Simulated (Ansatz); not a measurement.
# BH$_{2}$F$_{3}$: molecular dynamics (part 1 of 2)

System: BH$_{2}$F$_{3}$.
Method: RKS PBE0-D4/def2-SVP (Ansatz 0.2.0).

Some settings of this run were made unusual or wrong on purpose. Figures and captions count atoms from 1; the log counts them from 0 in places.

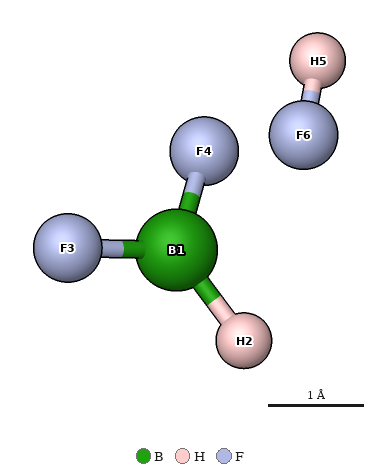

Figure 1. The input geometry (ball-and-stick view, seen at a tilt; atoms are numbered from 1 in the order of the input). Bond lengths as drawn: B–F 1.31 to 1.32 Å, B–H 1.19 Å and F–H 0.92 Å.

**Outcome**

```csv
quantity,value
outcome,finished
mean temperature over the second half,4168 K
trajectory,"25 steps, 12.5 fs"
ensemble,nvt_nose_hoover
temperature in the input,8000 K
time step,0.5 fs
potential energy (last step),−8844.3275 eV
mean-field energy (last step),−8844.2829 eV
dispersion energy (last step),−0.0445 eV
SCF solution under orbital rotations (last step),stable
largest force (length of the vector) (last step),16.266 eV/Å
dipole moment (last step),1.75 D
hardware,"2 threads of Arm Neoverse V1, 23 GiB of memory available, shared host"
wall time,23 s (CPU time 43 s)
peak memory,0.38 GiB
```

A setting was made wrong on purpose: far too hot. The run converged all the same; its numbers are those of the faulty input and shouldn't be used. So short a trajectory is not equilibrated. The temperature stays far from the 8000 K of the thermostat over the second half: the run isn't equilibrated.

**The input**
```yaml
crystal:
  periodic: [false, false, false]
  atoms:
    - {symbol: B, position_ang: [-0.445688, -0.100956, -0.743211]}
    - {symbol: H, position_ang: [0.135255, 0.651285, -1.458231]}
    - {symbol: F, position_ang: [-0.323805, -1.402027, -0.871418]}
    - {symbol: F, position_ang: [-1.314976, 0.346958, 0.147698]}
    - {symbol: H, position_ang: [0.680687, 0.365338, 1.799999]}
    - {symbol: F, position_ang: [1.268627, 0.139402, 1.125262]}
basis:
  gaussian: {orbitals: def2-SVP}
hamiltonian: {xc: pbe0, dispersion: d4}
md: {n_steps: 25, timestep: 0.5, temperature: 8000, ensemble: nvt_nose_hoover, seed: 783, initial_velocities: maxwell_boltzmann}
```

Launch command:
```bash
ansatz run in.yaml --threads 2 --pin off --events-out ev --progress --plain --max-ram 4352MiB
```

**Log**
```
Functional definition: PBE0
  name "PBE0"
  cite "Adamo & Barone, J. Chem. Phys. 110, 6158 (1999) doi:10.1063/1.478522"
  cite "Perdew, Burke & Ernzerhof, Phys. Rev. Lett. 77, 3865 (1996) doi:10.1103/PhysRevLett.77.3865"
  parent pbe
  parameter a = 0.25
  parameter kappa = 0.804
  parameter beta = 0.06672455060314922
  exchange = (1 - a)*pbe_x(kappa = kappa, mu = beta*pi^2/3) + a*exact_x
  correlation = pbe_c(beta = beta)
693 factors; integrals over basis functions are off by at most 3.4e-4 eV
mean field evaluation 1: about -8844.4991 eV, gradient 4.0e1 eV
mean field evaluation 2: about -8843.1349 eV, gradient 5.1e1 eV
mean field evaluation 4: about -8846.7930 eV, gradient 1.1e0 eV
mean field evaluation 8: about -8846.8408 eV, gradient 2.8e-2 eV
mean field -8846.84080129 eV, -325.1154028432 hartree, gradient 6.5e-5 eV, S^2 0.000000; 0 other end points of the search recorded, 0 dependent functions left out
the calculation of the forces begins
reference -8846.84082110 eV, -325.1154035713 hartree; 17, 17 occupied and 49, 49 virtual orbitals, 693 factors
md step     0: t =     0.00 fs  T =  8000.0 K  F+E_penalty+E_count = -8846.88620669 eV  E_kin = 4.136320 eV  conserved = -8842.74988672 eV  (23 SCF iters)
these checks for a lower state are left out or cut short: starts, cluster_reference, orbital_swaps, neighbouring_geometries, increment
693 factors; integrals over basis functions are off by at most 3.5e-4 eV
mean field evaluation 16: about -8846.7635 eV, gradient 2.7e-1 eV
mean field -8846.76370957 eV, -325.1125697748 hartree, gradient 8.0e-6 eV, S^2 0.000000; 0 other end points of the search recorded, 0 dependent functions left out
[... from here on the field's lines of each further geometry are left out, up to the last ...]
md step     1: t =     0.50 fs  T =  7866.5 K  F+E_penalty+E_count = -8846.80993783 eV  E_kin = 4.067300 eV  conserved = -8842.74263815 eV  (29 SCF iters, 3 dispersion substeps)
md step     2: t =     1.00 fs  T =  7452.4 K  F+E_penalty+E_count = -8846.58935541 eV  E_kin = 3.853210 eV  conserved = -8842.73615064 eV  (29 SCF iters, 3 dispersion substeps)
md step     3: t =     1.50 fs  T =  6915.6 K  F+E_penalty+E_count = -8846.30855435 eV  E_kin = 3.575653 eV  conserved = -8842.73292368 eV  (29 SCF iters, 3 dispersion substeps)
md step     4: t =     2.00 fs  T =  6342.7 K  F+E_penalty+E_count = -8846.01188099 eV  E_kin = 3.279421 eV  conserved = -8842.73252080 eV  (29 SCF iters, 3 dispersion substeps)
md step     5: t =     2.50 fs  T =  5752.3 K  F+E_penalty+E_count = -8845.70681593 eV  E_kin = 2.974195 eV  conserved = -8842.73275007 eV  (29 SCF iters, 3 dispersion substeps)
md step     6: t =     3.00 fs  T =  5150.0 K  F+E_penalty+E_count = -8845.39491457 eV  E_kin = 2.662759 eV  conserved = -8842.73238520 eV  (29 SCF iters, 3 dispersion substeps)
md step     7: t =     3.50 fs  T =  4552.6 K  F+E_penalty+E_count = -8845.08489893 eV  E_kin = 2.353901 eV  conserved = -8842.73136161 eV  (30 SCF iters, 3 dispersion substeps)
md step     8: t =     4.00 fs  T =  3994.1 K  F+E_penalty+E_count = -8844.79472800 eV  E_kin = 2.065097 eV  conserved = -8842.73015995 eV  (30 SCF iters, 3 dispersion substeps)
md step     9: t =     4.50 fs  T =  3513.1 K  F+E_penalty+E_count = -8844.54485987 eV  E_kin = 1.816428 eV  conserved = -8842.72915430 eV  (30 SCF iters, 3 dispersion substeps)
md step    10: t =     5.00 fs  T =  3142.7 K  F+E_penalty+E_count = -8844.35242740 eV  E_kin = 1.624876 eV  conserved = -8842.72849422 eV  (30 SCF iters, 3 dispersion substeps)
md step    11: t =     5.50 fs  T =  2904.4 K  F+E_penalty+E_count = -8844.22872613 eV  E_kin = 1.501715 eV  conserved = -8842.72820144 eV  (30 SCF iters, 3 dispersion substeps)
md step    12: t =     6.00 fs  T =  2808.2 K  F+E_penalty+E_count = -8844.17874224 eV  E_kin = 1.451935 eV  conserved = -8842.72827835 eV  (30 SCF iters, 3 dispersion substeps)
md step    13: t =     6.50 fs  T =  2851.4 K  F+E_penalty+E_count = -8844.20118020 eV  E_kin = 1.474270 eV  conserved = -8842.72870711 eV  (29 SCF iters, 3 dispersion substeps)
md step    14: t =     7.00 fs  T =  3019.3 K  F+E_penalty+E_count = -8844.28845300 eV  E_kin = 1.561123 eV  conserved = -8842.72951419 eV  (29 SCF iters, 3 dispersion substeps)
md step    15: t =     7.50 fs  T =  3285.3 K  F+E_penalty+E_count = -8844.42659830 eV  E_kin = 1.698610 eV  conserved = -8842.73063909 eV  (25 SCF iters, 3 dispersion substeps)
md step    16: t =     8.00 fs  T =  3612.8 K  F+E_penalty+E_count = -8844.59657033 eV  E_kin = 1.867977 eV  conserved = -8842.73180746 eV  (29 SCF iters, 3 dispersion substeps)
md step    17: t =     8.50 fs  T =  3965.5 K  F+E_penalty+E_count = -8844.77888728 eV  E_kin = 2.050308 eV  conserved = -8842.73246655 eV  (29 SCF iters, 3 dispersion substeps)
md step    18: t =     9.00 fs  T =  4321.7 K  F+E_penalty+E_count = -8844.96200785 eV  E_kin = 2.234474 eV  conserved = -8842.73221041 eV  (29 SCF iters, 3 dispersion substeps)
md step    19: t =     9.50 fs  T =  4681.6 K  F+E_penalty+E_count = -8845.14676122 eV  E_kin = 2.420555 eV  conserved = -8842.73179528 eV  (29 SCF iters, 3 dispersion substeps)
md step    20: t =    10.00 fs  T =  5049.7 K  F+E_penalty+E_count = -8845.33805984 eV  E_kin = 2.610923 eV  conserved = -8842.73376430 eV  (29 SCF iters, 3 dispersion substeps)
md step    21: t =    10.50 fs  T =  5370.2 K  F+E_penalty+E_count = -8845.50916347 eV  E_kin = 2.776613 eV  conserved = -8842.74033981 eV  (29 SCF iters, 3 dispersion substeps)
md step    22: t =    11.00 fs  T =  5479.2 K  F+E_penalty+E_count = -8845.57420231 eV  E_kin = 2.832985 eV  conserved = -8842.75026266 eV  (29 SCF iters, 3 dispersion substeps)
md step    23: t =    11.50 fs  T =  5153.8 K  F+E_penalty+E_count = -8845.41221564 eV  E_kin = 2.664728 eV  conserved = -8842.75780997 eV  (29 SCF iters, 3 dispersion substeps)
md step    24: t =    12.00 fs  T =  4281.5 K  F+E_penalty+E_count = -8844.95566419 eV  E_kin = 2.213700 eV  conserved = -8842.75346317 eV  (29 SCF iters, 3 dispersion substeps)
the calculation of the forces begins
reference -8844.28294159 eV, -325.0214032332 hartree; 17, 17 occupied and 49, 49 virtual orbitals, 695 factors
695 factors; integrals over basis functions are off by at most 4.4e-4 eV
mean field -8844.28292290 eV, -325.0214025462 hartree, gradient 9.1e-6 eV, S^2 0.000000; 1 other end points of the search recorded, 0 dependent functions left out
the calculation of the forces begins
reference -8844.28294159 eV, -325.0214032332 hartree; 17, 17 occupied and 49, 49 virtual orbitals, 695 factors
md step    25: t =    12.50 fs  T =  3112.1 K  F+E_penalty+E_count = -8844.32746848 eV  E_kin = 1.609078 eV  conserved = -8842.73085523 eV  (26 SCF iters, 3 dispersion substeps)
```

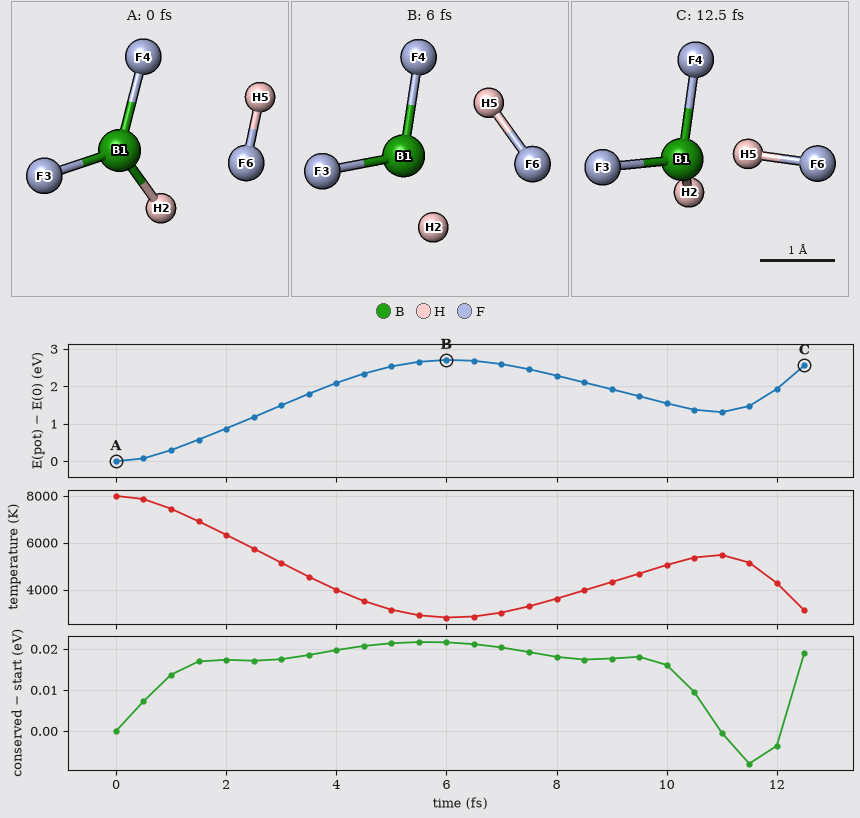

Figure 2. Frames of the molecular dynamics (ball-and-stick, seen at a tilt) above the curves, on which the letters mark them. The trajectory kept here has 26 frames over 12.5 fs. The temperature starts at 8000 K, ranges from 2808 to 8000 K and averages 4168 K over the second half. The potential energy ends 2.559 eV above its first value. The conserved quantity stays within 0.03 eV. After an unweighted best fit of the last frame on the first, the root-mean-square displacement is 0.47 Å, and H5 has moved furthest (0.83 Å).

```
Total energy: -8844.32748717 eV, -325.0230402531 hartree
Atom 0 at    -0.390223     0.000241    -0.901047 Å, force    -6.547055    -9.435444    11.519146 eV/Å
Atom 1 at    -0.338259     0.504871    -1.705993 Å, force     2.181496     6.705833    -9.610781 eV/Å
Atom 2 at    -0.447127    -1.372515    -0.830098 Å, force     2.529819     1.002356    -1.138149 eV/Å
Atom 3 at    -1.314919     0.251032     0.097713 Å, force     1.923149     2.045288    -0.833032 eV/Å
Atom 4 at     0.784563    -0.448464     0.876082 Å, force     1.493720     1.195269     1.521539 eV/Å
Atom 5 at     1.379945     0.199182     1.285901 Å, force    -1.581129    -1.513302    -1.458722 eV/Å
Dipole moment:     0.064159     0.015356    -0.357611 e Å
```

**Trajectory as extended XYZ (Å, eV, eV/Å), 26 frames, from step=0 to step=25**
```
6
Properties=species:S:1:pos:R:3:forces:R:3 step=0 time_fs=0.0 energy=-8846.88621 temperature=8000.0
B    -0.4457   -0.1010   -0.7432   -0.0161  -0.1304   0.2748
H     0.1353    0.6513   -1.4582    0.1147   0.1768  -0.1917
F    -0.3238   -1.4020   -0.8714   -0.0224  -0.0091   0.0049
F    -1.3150    0.3470    0.1477    0.0323  -0.0213   0.0148
H     0.6807    0.3653    1.8000   -0.0774   0.0109   0.0090
F     1.2686    0.1394    1.1253   -0.0311  -0.0269  -0.1119
6
Properties=species:S:1:pos:R:3:forces:R:3 step=1 time_fs=0.5 energy=-8846.80994 temperature=7866.5
B    -0.4397   -0.0978   -0.7438    0.4135   0.7842  -0.9378
H     0.1343    0.7058   -1.5524   -0.6499  -1.0044   1.0726
F    -0.3303   -1.4026   -0.8693    0.1384   0.1666  -0.0054
F    -1.3169    0.3421    0.1463    0.2380   0.0642  -0.0151
H     0.6498    0.3221    1.7622   -0.8217   0.2346   0.7880
F     1.2753    0.1424    1.1318    0.6817  -0.2451  -0.9023
6
Properties=species:S:1:pos:R:3:forces:R:3 step=2 time_fs=1.0 energy=-8846.58936 temperature=7452.4
B    -0.4336   -0.0944   -0.7447    0.4814   1.2569  -1.7546
H     0.1317    0.7580   -1.6440   -1.0260  -1.7432   1.9631
F    -0.3368   -1.4031   -0.8671    0.2840   0.3453  -0.0270
F    -1.3188    0.3373    0.1450    0.4310   0.1466  -0.0599
H     0.6170    0.2794    1.7262   -1.2972   0.2759   1.1481
F     1.2822    0.1454    1.1383    1.1269  -0.2814  -1.2696
6
Properties=species:S:1:pos:R:3:forces:R:3 step=3 time_fs=1.5 energy=-8846.30855 temperature=6915.6
B    -0.4274   -0.0908   -0.7459    0.3308   1.4086  -2.2414
H     0.1268    0.8059   -1.7310   -1.1586  -2.1567   2.5380
F    -0.3432   -1.4037   -0.8650    0.4169   0.5234  -0.0570
F    -1.3207    0.3325    0.1436    0.6108   0.2260  -0.1136
H     0.5810    0.2374    1.6931   -1.2468   0.1852   1.0076
F     1.2891    0.1483    1.1446    1.0469  -0.1866  -1.1337
6
Properties=species:S:1:pos:R:3:forces:R:3 step=4 time_fs=2.0 energy=-8846.01188 temperature=6342.7
B    -0.4212   -0.0869   -0.7477    0.0874   1.3905  -2.5317
H     0.1190    0.8487   -1.8118   -1.1757  -2.3932   2.9241
F    -0.3496   -1.4041   -0.8628    0.5398   0.6977  -0.0929
F    -1.3225    0.3277    0.1423    0.7773   0.3031  -0.1711
H     0.5421    0.1959    1.6623   -0.6241   0.0771   0.5033
F     1.2962    0.1512    1.1507    0.3953  -0.0753  -0.6317
```
